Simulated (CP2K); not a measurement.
# SiPH2OF (SMILES F[SiH]1OP1) at PM6

What is the vertical electron affinity of SiPH2OF at PM6? 

The calculation is run with CP2K 2026.2.

1 further run of the same task is left out (it didn't finish).

## 1. The structure to begin with

SiPH2OF: 6 atoms, total charge 0, spin state singlet. As SMILES, `F[SiH]1OP1`. The coordinates come from a GFN2-xTB relaxation.

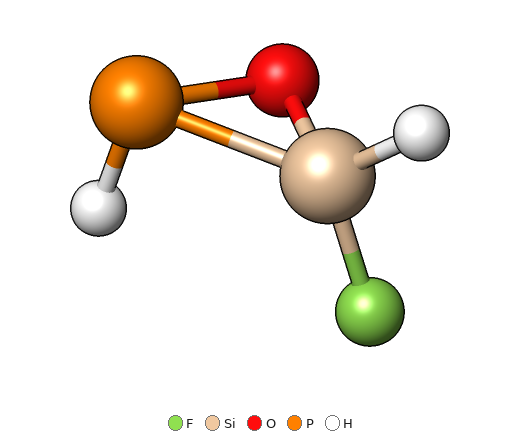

Viewed from a chosen angle; fluorine green, silicon light orange, oxygen red, phosphorus orange, hydrogen white.

## 2. Energy and gradient at PM6

molecule.xyz reads:

```xyz
6

F     -1.411750    -1.122620    -0.316480
Si    -0.053470    -0.323440    -0.615230
O     -0.141970     1.223630    -0.105230
P      1.086500     0.600030     1.001480
H      0.349330    -0.584380    -1.964320
H      0.171360     0.206770     1.999780
```

mol.inp reads:

```
&GLOBAL
 PROJECT mol
 RUN_TYPE ENERGY_FORCE
 PRINT_LEVEL MEDIUM
&END GLOBAL

&FORCE_EVAL
 METHOD QUICKSTEP
 &DFT
  CHARGE 0
  MULTIPLICITY 1
  &QS
   METHOD PM6
   EPS_DEFAULT 1.0E-10
   &SE
    &COULOMB
     CUTOFF [angstrom] 50
     RC_RANGE [angstrom] 0
    &END COULOMB
    &EXCHANGE
     CUTOFF [angstrom] 50
     RC_RANGE [angstrom] 0
    &END EXCHANGE
   &END SE
  &END QS
  &POISSON
   PERIODIC NONE
   POISSON_SOLVER ANALYTIC
  &END POISSON
  &SCF
   SCF_GUESS ATOMIC
   EPS_SCF 1.0E-07
   MAX_SCF 100
   ADDED_MOS 4
   &DIAGONALIZATION
    ALGORITHM STANDARD
   &END DIAGONALIZATION
   &MIXING
    METHOD DIRECT_P_MIXING
    ALPHA 0.4
   &END MIXING
  &END SCF
  &PRINT
   &MOMENTS
    PERIODIC F
    REFERENCE COM
    MAX_MOMENT 1
   &END MOMENTS
   &MO ON
    ENERGIES T
    OCCUPATION_NUMBERS T
    NDIGITS 6
    &EACH
     QS_SCF 0
    &END EACH
    ADD_LAST NUMERIC
   &END MO
   &HIRSHFELD OFF
   &END HIRSHFELD
  &END PRINT
 &END DFT
 &SUBSYS
  &CELL
   ABC [angstrom] 12.5 12.3 14
   PERIODIC NONE
  &END CELL
  &TOPOLOGY
   COORD_FILE_NAME molecule.xyz
   COORD_FILE_FORMAT XYZ
   &CENTER_COORDINATES
   &END CENTER_COORDINATES
  &END TOPOLOGY
 &END SUBSYS
 &PRINT
  &FORCES ON
  &END FORCES
 &END PRINT
&END FORCE_EVAL
```

Run with:

```sh
$ OMP_NUM_THREADS=1 cp2k.psmp mol.inp > mol.out
```

Log:

```text
CP2K| version string:                                       CP2K version 2026.2
[...]
 GLOBAL| Method name                                                        CP2K
[...]
 GLOBAL| Run type                                                   ENERGY_FORCE
[...]
                             - Atoms:                                          6
[...]
                             - Spherical basis functions:                     28
[...]
 Number of electrons:                                                         24
[...]
     1 P_Mix/Diag. 0.40E+00    0.0     0.76022773       -32.8465977852 -3.28E+01
[...]
    23 DIIS/Diag.  0.44E-07    0.0     0.00000007       -37.1720734272 -1.42E-14
  *** SCF run converged in    23 steps ***
  Core-core repulsion energy [eV]:                           1186.62222003748207
  Core Hamiltonian energy [eV]:                             -1688.38459127112105
  Two-electron integral energy [eV]:                        -1019.48237507777037
  Electronic energy [eV]:                                   -2198.12577881000652
  Total energy [eV]:                                        -1011.50355877252412
  Atomic reference energy [eV]:                              1001.77276158793370
  Heat of formation [kcal/mol]:                              -224.39753169672875
[...]
 SE_DIPOLE| Moment [Debye]         -1.21034629       2.08971907      -0.44973976
 SE_DIPOLE| Derivative [a.u.]       0.00000000       0.00000000       0.00000000
 ENERGY| Total FORCE_EVAL ( QS ) energy [hartree]            -37.172073427232704
 FORCES| Atomic forces [hartree/bohr]
 FORCES|   Atom     x               y               z               |f|
 FORCES|      1  1.28185053E-02  2.64225941E-03 -1.12878476E-03   1.31365813E-02
 FORCES|      2  4.02397926E-02  8.31513041E-03  6.04981156E-02   7.31327853E-02
 FORCES|      3 -2.94939858E-02  4.97574423E-02 -2.31848997E-02   6.23156308E-02
 FORCES|      4 -1.00161484E-02 -5.67629083E-02 -6.93602028E-02   9.01841933E-02
 FORCES|      5  1.32213682E-03  1.32823452E-03 -2.84983268E-04   1.89564453E-03
 FORCES|      6 -1.48703005E-02 -5.28015835E-03  3.34607549E-02   3.69949731E-02
 FORCES| Sum     7.28583860E-16  5.20417043E-16 -1.38777878E-16
 FORCES| Total atomic force                                       9.06050572E-16
[...]
```

It took 0.28 s on 1 thread of Arm Neoverse V1, shared host.

## 3. The doublet anion

molecule.xyz is that of step 2.

calc.inp reads:

```
&GLOBAL
  PROJECT calc
  RUN_TYPE ENERGY_FORCE
  PRINT_LEVEL MEDIUM
&END

&FORCE_EVAL
  METHOD Quickstep
  &DFT
    CHARGE -1
    MULTIPLICITY 2
    SPIN_POLARIZED T
    &QS
      METHOD PM6
      EPS_DEFAULT 1.0E-10
      &SE
        &COULOMB
          CUTOFF [angstrom] 50
          RC_RANGE [angstrom] 0
        &END
        &EXCHANGE
          CUTOFF [angstrom] 50
          RC_RANGE [angstrom] 0
        &END
      &END
    &END
    # isolated system
    &POISSON
      PERIODIC NONE
      POISSON_SOLVER ANALYTIC
    &END
    &SCF
      SCF_GUESS ATOMIC
      EPS_SCF 1.0E-07
      MAX_SCF 80
      &DIAGONALIZATION
        ALGORITHM STANDARD
      &END
      &MIXING
        METHOD DIRECT_P_MIXING
        ALPHA 0.4
      &END
    &END
    # extra output
    &PRINT
      &MOMENTS
        PERIODIC F
        REFERENCE COM
        MAX_MOMENT 1
      &END
      &MO ON
        ENERGIES T
        OCCUPATION_NUMBERS T
        NDIGITS 6
        &EACH
          QS_SCF 0
        &END
        ADD_LAST NUMERIC
      &END
      &HIRSHFELD OFF
      &END
    &END
  &END
  # structure
  &SUBSYS
    # box in angstrom
    &CELL
      ABC 12.5 12.3 14
      PERIODIC NONE
    &END
    &TOPOLOGY
      COORD_FILE_NAME molecule.xyz
      COORD_FILE_FORMAT XYZ
      &CENTER_COORDINATES
      &END
    &END
  &END
  # extra output
  &PRINT
    &FORCES ON
    &END
  &END
&END
```

Run with:

```sh
$ OMP_NUM_THREADS=1 cp2k.psmp -i calc.inp -o calc.out
```

Log:

```text
CP2K| version string:                                       CP2K version 2026.2
[...]
 GLOBAL| Method name                                                        CP2K
[...]
 GLOBAL| Run type                                                   ENERGY_FORCE
[...]
                             - Atoms:                                          6
[...]
                             - Spherical basis functions:                     28
[...]
 Number of electrons:                                                         13
[...]
     1 P_Mix/Diag. 0.40E+00    0.0     0.44175855       -32.1575541799 -3.22E+01
[...]
    51 DIIS/Diag.  0.51E-07    0.0     0.00000010       -37.2143005305 -1.56E-13
  *** SCF run converged in    51 steps ***
  Core-core repulsion energy [eV]:                           1186.62222003748207
  Core Hamiltonian energy [eV]:                             -1715.73519299961913
  Two-electron integral energy [eV]:                         -967.07928745537197
  Electronic energy [eV]:                                   -2199.27483672730523
  Total energy [eV]:                                        -1012.65261668982293
  Atomic reference energy [eV]:                              1001.77276158793370
  Heat of formation [kcal/mol]:                              -250.89543885964619
[...]
 SE_DIPOLE| Moment [Debye]         -0.16447551       1.36386438      -1.01878732
 SE_DIPOLE| Derivative [a.u.]       0.00000000       0.00000000       0.00000000
 ENERGY| Total FORCE_EVAL ( QS ) energy [hartree]            -37.214300530542047
 FORCES| Atomic forces [hartree/bohr]
 FORCES|   Atom     x               y               z               |f|
 FORCES|      1  7.97574241E-03 -2.57045909E-03 -3.84478836E-03   9.21965967E-03
 FORCES|      2  1.68222456E-02  2.60636524E-02  5.03085678E-02   5.91037555E-02
 FORCES|      3 -2.80416667E-02  3.12195769E-02 -2.92485219E-02   5.11514720E-02
 FORCES|      4  9.37762330E-03 -4.03170978E-02 -4.53969348E-02   6.14352495E-02
 FORCES|      5  6.47010047E-03 -5.61447333E-03 -4.72941255E-03   9.78528763E-03
 FORCES|      6 -1.26040451E-02 -8.78119907E-03  3.29110898E-02   3.63195711E-02
 FORCES| Sum    -4.16333634E-16  7.07767178E-16 -2.22044605E-16
 FORCES| Total atomic force                                       8.50630284E-16
[...]
```

It took 0.36 s on 1 thread of Arm Neoverse V1, shared host.

## 4. Outcome

Level: PM6.

| quantity | value |
| --- | --- |
| singlet SiPH2OF: total energy | -37.17207 Eh |
| singlet SiPH2OF: dipole moment | 2.46 D |
| singlet SiPH2OF: HOMO energy | -9.56 eV |
| singlet SiPH2OF: LUMO energy | -1.05 eV |
| singlet SiPH2OF: HOMO–LUMO gap | 8.50 eV |
| singlet SiPH2OF: heat of formation at this unrelaxed shape | -224.4 kcal/mol |
| singlet SiPH2OF: largest force on an atom | 4.637 eV/Å |
| doublet anion: total energy | -37.21430 Eh |
| doublet anion: HOMO energy (highest over α and β) | -1.25 eV |
| doublet anion: heat of formation at this unrelaxed shape | -250.9 kcal/mol |
| doublet anion: largest force on an atom | 3.159 eV/Å |
| vertical electron affinity (to the doublet anion) | 1.149 eV |

At fixed nuclei the extra electron is bound by 1.15 eV (26 kcal/mol). The largest force (singlet SiPH2OF) is 4.64 eV/Å: the shape isn't a stationary point for this species at this level. A minimal valence basis can't be trusted even for the sign of an electron affinity.
